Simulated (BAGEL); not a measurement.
# HF (SMILES F) at HF/STO-3G (density fitting with qzvpp-jkfit)

What is the energy change on altering one bond length of HF at HF/STO-3G (density fitting with qzvpp-jkfit)? 

The results are computed with BAGEL 1.2.2.

1 further run of the same task is left out (set aside as unsound or not needed). Runs told in other sessions of the task aren't counted.

### 1 The molecule

The species is HF (2 atoms), meant as a singlet with charge 0. SMILES: `F`. The coordinates come from a PBE0-D4/def2-TZVP relaxation.

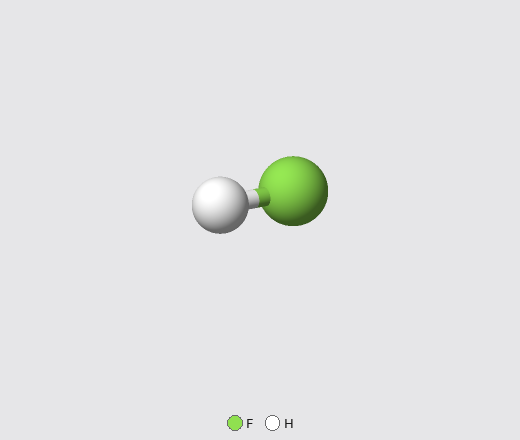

The structure, seen from a chosen angle (fluorine green, hydrogen white).

### 2 The energy at HF/STO-3G (density fitting with qzvpp-jkfit)

calc.json

```json
{ "bagel" : [

{
  "title" : "molecule",
  "basis" : "sto-3g",
  "df_basis" : "qzvpp-jkfit",
  "angstrom" : "true",
  "geometry" : [
    { "atom" : "F", "xyz" : [   -0.390000,    0.144600,   -0.196400 ] },
    { "atom" : "H", "xyz" : [    0.390000,   -0.144600,    0.196400 ] }
  ]
},
{ "title" : "hf" },
{ "title" : "print", "file" : "orbitals.molden", "orbitals" : "true" }

]}
```

Run with:

```sh
$ BAGEL_NUM_THREADS=1 BAGEL calc.json > calc.out
```

Output:

```text
* using 1 threads per process

  ===============================================================
  ===============================================================

  *** Geometry ***

  { "atom" : "F", "xyz" : [     -0.736993,      0.273254,     -0.371142 ] },
  { "atom" : "H", "xyz" : [      0.736993,     -0.273254,      0.371142 ] },

  Number of auxiliary basis functions:       95

  Since a DF basis is specified, we compute 2- and 3-index integrals:
    o Being stored without compression. Storage requirement is 0.000 GB

  Number of basis functions:        6
  Number of electrons      :       10

    * METHOD: MOLECULE                             0.02

  *** RHF ***

  === Nuclear Repulsion ===
     5.1769523111

      * DIIS with orbital gradients will be used.

  === RHF iteration (sto-3g) ===
      0        -98.52971254          0.05470448           0.00
      1        -98.57034357          0.00689634           0.00
      2        -98.57117923          0.00086639           0.00
      3        -98.57118937          0.00003632           0.00
      4        -98.57118939          0.00000127           0.00
      5        -98.57118939          0.00000001           0.00
    * SCF iteration converged.

    * Permanent dipole moment:
           (   -0.428759,     0.158971,    -0.215918) a.u.

    * METHOD: HF                                   0.03

    * METHOD: PRINT                                0.00

  ===============================================================
```

Wall time 0.18 s (1 thread of Arm Neoverse V1, shared host).

### 3 The distorted shape

calc.json

```json
{ "bagel": [

{
  "title": "molecule",
  "basis": "sto-3g",
  "df_basis": "qzvpp-jkfit",
  "angstrom": true,
  "geometry": [
    { "atom": "F", "xyz": [      -0.507038,       0.187994,      -0.255339 ] },
    { "atom": "H", "xyz": [       0.390000,      -0.144600,       0.196400 ] }
  ]
},

{
  "title": "hf"
},

{
  "title": "print",
  "file": "orbitals.molden",
  "orbitals": true
}

]}
```

Run with:

```sh
$ BAGEL_NUM_THREADS=1 BAGEL calc.json > calc.out
```

Output:

```text
* using 1 threads per process

  ===============================================================
  ===============================================================

  *** Geometry ***

  { "atom" : "F", "xyz" : [     -0.958163,      0.355257,     -0.482521 ] },
  { "atom" : "H", "xyz" : [      0.736993,     -0.273254,      0.371142 ] },

  Number of auxiliary basis functions:       95

  Since a DF basis is specified, we compute 2- and 3-index integrals:
    o Being stored without compression. Storage requirement is 0.000 GB

  Number of basis functions:        6
  Number of electrons      :       10

    * METHOD: MOLECULE                             0.02

  *** RHF ***

  === Nuclear Repulsion ===
     4.5015073297

      * DIIS with orbital gradients will be used.

  === RHF iteration (sto-3g) ===
      0        -98.50346104          0.06610510           0.00
      1        -98.56133332          0.00490916           0.00
      2        -98.56172265          0.00081957           0.00
      3        -98.56173026          0.00002328           0.00
      4        -98.56173027          0.00000086           0.00
      5        -98.56173027          0.00000000           0.00
    * SCF iteration converged.

    * Permanent dipole moment:
           (   -0.387448,     0.143654,    -0.195115) a.u.

    * METHOD: HF                                   0.03

    * METHOD: PRINT                                0.00

  ===============================================================
```

Wall time 0.18 s (1 thread of Arm Neoverse V1, shared host).

### 4 Outcome

At HF/STO-3G (density fitting with qzvpp-jkfit):

| quantity | value |
| --- | --- |
| first shape: total energy | -98.57119 Eh |
| first shape: dipole moment | 1.29 D |
| first shape: HOMO energy | -12.63 eV |
| first shape: LUMO energy | 17.03 eV |
| first shape: HOMO–LUMO gap | 29.66 eV |
| distorted shape: total energy | -98.56173 Eh |
| distorted shape: dipole moment | 1.16 D |
| distorted shape: HOMO energy | -12.57 eV |
| distorted shape: LUMO energy | 13.48 eV |
| distorted shape: HOMO–LUMO gap | 26.05 eV |
| energy change with the F1–H2 bond stretched from 0.920 to 1.058 Å | 0.257 eV |

**Reading.** With the F1–H2 bond stretched from 0.920 to 1.058 Å the energy rises by 0.26 eV (24.8 kJ/mol). The first shape isn't relaxed at this level, so the change isn't measured from a minimum. The minimal basis adds a large error of its own.
